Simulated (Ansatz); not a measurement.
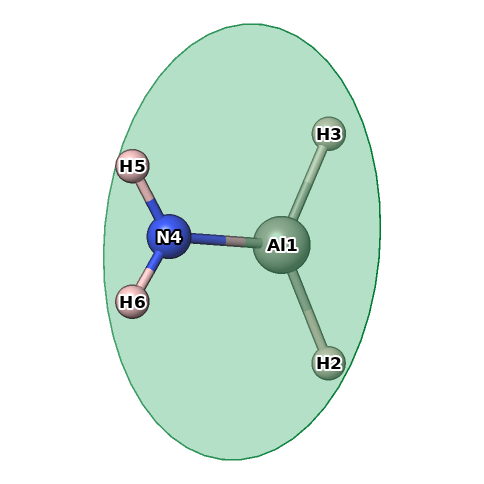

A disc through the centre of mass is drawn in. Depth is shown by fading: the farther an atom, the more it takes the colour of the background. The geometry was computed by an optimisation with PBE0-D4/def2-TZVP.

**Is the plane of the disc a mirror plane of the structure?**

No. The point group is C2v, with 1 C2 axis and 2 mirror planes, and this plane isn't one of its mirror planes.
